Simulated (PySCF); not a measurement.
**BH3O (SMILES BO) at 5 levels**

We compute a comparison of 5 runs (HF/3-21G, B2PLYP/3-21G, PBE/6-31G, PBE0/def2-SVP, CCSD(T)/6-311G**) of BH3O. 

The calculation is run with PySCF 2.14.0.

## (1) The system as given

BH3O: 5 atoms, total charge 0, spin state singlet. As SMILES, `BO`. The coordinates come from a PBE0-D4/def2-TZVP relaxation.

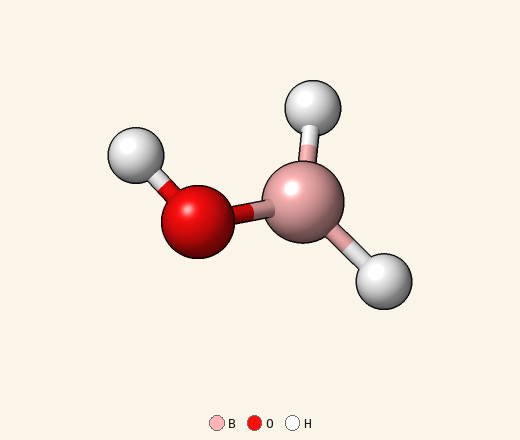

Viewed from a chosen angle; boron pink, oxygen red, hydrogen white.

## (2) Energy and forces at HF/3-21G (run 1)

calc.py reads:

```python
from pyscf import gto, scf

mol = gto.M(
    atom='''
B       -0.226600      -0.352800       0.074700
O        0.413500       0.801800       0.345900
H       -0.820300      -0.865500       0.977800
H       -0.190600      -0.828900      -1.028100
H        0.874000       1.171800      -0.411700
''',
    basis='3-21g',
    verbose=4,
    max_memory=1860,
)

mf = scf.RHF(mol)
mf.conv_tol = 1e-10
mf.kernel()
if not mf.converged:
    mf = mf.newton().run(mf.mo_coeff, mf.mo_occ)

e_final = mf.e_tot
print('E = %.10f Eh' % e_final)
grad = mf.nuc_grad_method().kernel()
dip = mf.dip_moment()
pop, q = mf.mulliken_pop()
```

Command:

```
$ OMP_NUM_THREADS=1 python calc.py
```

Log:

```text
PySCF version 2.14.0

[... 57 lines left out ...]
converged SCF energy = -100.76010942044
[... 12 lines left out ...]
Dipole moment(X, Y, Z, Debye):  0.78350,  0.41643, -1.73078
[... 30 lines left out ...]
charge of    4H =      0.41020
```

Wall time 1 s (1 thread of Intel Xeon at 2.70GHz, shared host); peak memory 0.12 GiB.

## (3) The energy at B2PLYP/3-21G (run 2)

input.xyz reads:

```xyz
5
BH3O
B     -0.226600    -0.352800     0.074700
O      0.413500     0.801800     0.345900
H     -0.820300    -0.865500     0.977800
H     -0.190600    -0.828900    -1.028100
H      0.874000     1.171800    -0.411700
```

job.py reads:

```python
from pyscf import gto, dft, mp

molecule = gto.Mole()
molecule.atom = 'input.xyz'
molecule.verbose = 4
molecule.spin = 0
molecule.basis = '3-21g'
molecule.max_memory = 1860
molecule.charge = 0
molecule.build()

myscf = dft.RKS(molecule)
myscf.xc = '0.53*HF + 0.47*B88, 0.73*LYP'
myscf.grids.level = 5
myscf.conv_tol = 1e-10
myscf.kernel()
if not myscf.converged:
    myscf = myscf.newton().run(myscf.mo_coeff, myscf.mo_occ)

pt = mp.MP2(myscf, frozen=2).run()
e_tot = myscf.e_tot + 0.27 * pt.e_corr
print('PT2 part  %.8f' % (0.27 * pt.e_corr))
print(f'total energy: {e_tot:.8f} hartree')
myscf.analyze()
```

Command:

```
$ OMP_NUM_THREADS=1 python job.py
```

Log:

```text
PySCF version 2.14.0

[... 83 lines left out ...]
total energy: -101.20523553 hartree
[... 6 lines left out ...]
DFT Exchange-Correlation Energy =      -13.547784233461194
[... 7 lines left out ...]
MO #6   energy= -0.469312264529062 occ= 2
[... 5 lines left out ...]
MO #12  energy= 0.280450240129074  occ= 0
[... 5 lines left out ...]
MO #18  energy= 1.09061476069757   occ= 0
[... 5 lines left out ...]
MO #24  energy= 3.04181275663947   occ= 0
[... 32 lines left out ...]
Dipole moment(X, Y, Z, Debye):  0.88161,  0.62744, -1.61863
```

It took 5.4 s on 1 thread of Intel Xeon at 2.70GHz, shared host; peak memory 0.2 GiB.

Run 3 isn't shown in full; the table further down has it.

## (4) Energy and forces at PBE0/def2-SVP (run 4)

calc.py reads:

```python
# BO
from pyscf import gto, dft

mol = gto.Mole()
mol.atom = '''
B       -0.226600      -0.352800       0.074700
O        0.413500       0.801800       0.345900
H       -0.820300      -0.865500       0.977800
H       -0.190600      -0.828900      -1.028100
H        0.874000       1.171800      -0.411700
'''
mol.max_memory = 1860
mol.basis = 'def2-svp'
mol.spin = 0
mol.verbose = 3
mol.build()

ks = dft.RKS(mol)
ks.xc = 'pbe0'
ks.conv_tol = 1e-10
ks.grids.level = 5
ks.kernel()
if not ks.converged:
    ks = ks.newton().run(ks.mo_coeff, ks.mo_occ)

energy = ks.e_tot
print('Final energy', energy)
grad = ks.nuc_grad_method().kernel()
ks.analyze()
```

Command:

```
$ OMP_NUM_THREADS=1 python calc.py
```

Log:

```text
converged SCF energy = -101.706677119021
[... 12 lines left out ...]
MO #3   energy= -1.05387461431521  occ= 2
[... 7 lines left out ...]
MO #11  energy= 0.164739429136693  occ= 0
[... 7 lines left out ...]
MO #19  energy= 0.677568474180087  occ= 0
[... 7 lines left out ...]
MO #27  energy= 1.32688223205437   occ= 0
[... 7 lines left out ...]
MO #35  energy= 2.14644460291404   occ= 0
[... 7 lines left out ...]
MO #43  energy= 3.73070253011349   occ= 0
[... 6 lines left out ...]
Dipole moment(X, Y, Z, Debye):  0.83457,  0.68910, -1.33540
```

Wall time 6.6 s (1 thread of Intel Xeon at 2.70GHz, shared host); peak memory 0.46 GiB.

## (5) The energy at CCSD(T)/6-311G(d,p) (run 5)

geometry.xyz reads:

```xyz
5

B     -0.226600    -0.352800     0.074700
O      0.413500     0.801800     0.345900
H     -0.820300    -0.865500     0.977800
H     -0.190600    -0.828900    -1.028100
H      0.874000     1.171800    -0.411700
```

run.py reads:

```python
from pyscf import gto, scf, cc

mol = gto.Mole()
mol.atom = 'geometry.xyz'
mol.max_memory = 1860
mol.basis = '6-311g**'
mol.verbose = 4
mol.build()

hf = scf.RHF(mol)
hf.conv_tol = 1e-10
hf.kernel()
if not hf.converged:
    hf = hf.newton().run(hf.mo_coeff, hf.mo_occ)

mycc = cc.CCSD(hf, frozen=2)
mycc.kernel()
e_t = mycc.ccsd_t()
etot = mycc.e_tot + e_t
print('Final energy', etot)
hf.analyze()
```

Command:

```
$ OMP_NUM_THREADS=1 python run.py
```

Log:

```text
PySCF version 2.14.0

[... 93 lines left out ...]
Two-electron Coulomb Energy =           79.837077941035886
[... 12 lines left out ...]
MO #10  energy= 0.154179326384128  occ= 0
[... 10 lines left out ...]
MO #21  energy= 0.962914332307673  occ= 0
[... 10 lines left out ...]
MO #32  energy= 1.85700660745184   occ= 0
[... 10 lines left out ...]
MO #43  energy= 2.97044418815577   occ= 0
[... 10 lines left out ...]
MO #54  energy= 51.5344776038797   occ= 0
[... 62 lines left out ...]
Dipole moment(X, Y, Z, Debye):  0.65620,  0.34224, -1.46311
```

Run time: 2.9 s. Hardware: 1 thread of Intel Xeon at 2.70GHz, shared host; peak memory 0.16 GiB.

## (6) Overview of the runs

```
run             level      task  frozen core orbitals  energy (Eh)  dipole moment (D) of the reference  HOMO energy (eV)  LUMO energy (eV)  wall time
  1          HF/3-21G  gradient                     –  -100.760109                                1.94            -12.41              3.91        1 s
  2      B2PLYP/3-21G    energy                     2  -101.205236                                1.95            -10.03              1.58      5.4 s
  3         PBE/6-31G  gradient                     –  -101.734797                                1.94             -7.08             -1.07      6.6 s
  4     PBE0/def2-SVP  gradient                     –  -101.706677                                1.72             -8.73             -0.16      6.6 s
  5  CCSD(T)/6-311G**    energy                     2  -101.681322                                1.64            -12.57              3.45      2.9 s
```

## (7) Outcome

| quantity | value |
| --- | --- |
| run 5: total energy | -101.68132 Eh |
| run 5: dipole moment (Hartree–Fock density) | 1.64 D |
| run 5: HOMO energy (Hartree–Fock orbitals) | -12.57 eV |
| run 5: LUMO energy (Hartree–Fock orbitals) | 3.45 eV |
| run 5: HOMO–LUMO gap (Hartree–Fock orbitals) | 16.02 eV |
| run 5: correlation energy (2 core orbitals frozen) | -326.4 mEh |
| run 5: (T) correction | -8.69 mEh |
| run 5: T1 diagnostic | 0.015 |

**Reading.** Over runs 1, 2, 3, 4 the dipole moment (its size) runs from 1.72 D (PBE0/def2-SVP) to 1.95 D (B2PLYP/3-21G). The two ends differ in method and basis. A double hybrid's value is that of its SCF part. Over runs 1, 2, 3, 4 the HOMO–LUMO gap runs from 6.00 eV (PBE/6-31G) to 16.32 eV (HF/3-21G). Totals of different functionals can't be ranked against each other. All runs together took 23 s, the longest 6.6 s.
